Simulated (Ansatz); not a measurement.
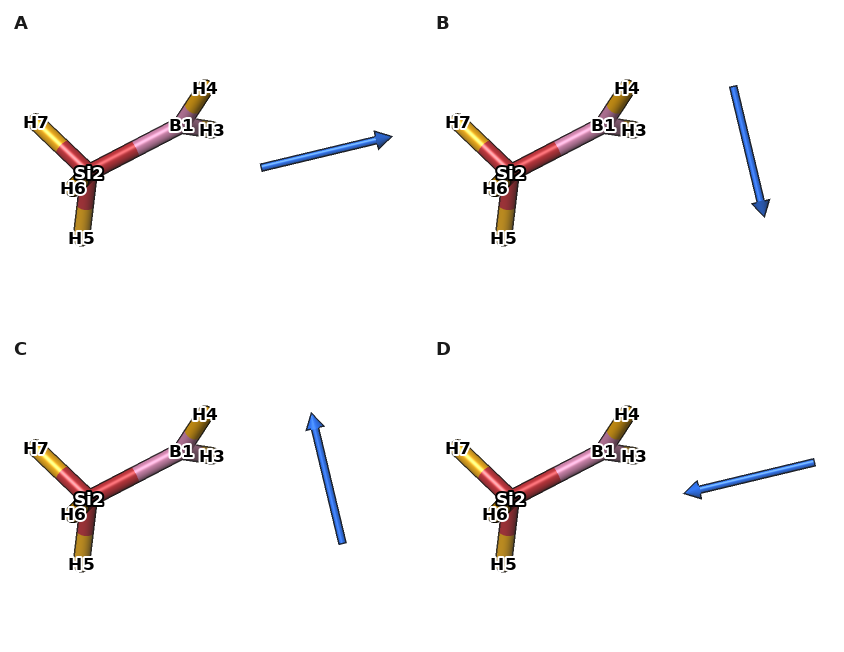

The same molecule four times, each with an arrow. The computed structure is the end point of a PBE0-D4/def2-TZVP optimisation. Level of theory: RKS PBE0-D4/def2-TZVP (Ansatz 0.2.0).

Which arrow points along the dipole moment, from the negative to the positive end?

A. The dipole moment is 0.37 D; it points from the side of H7 to the side of H3, H4 (the outermost atoms at the two ends).
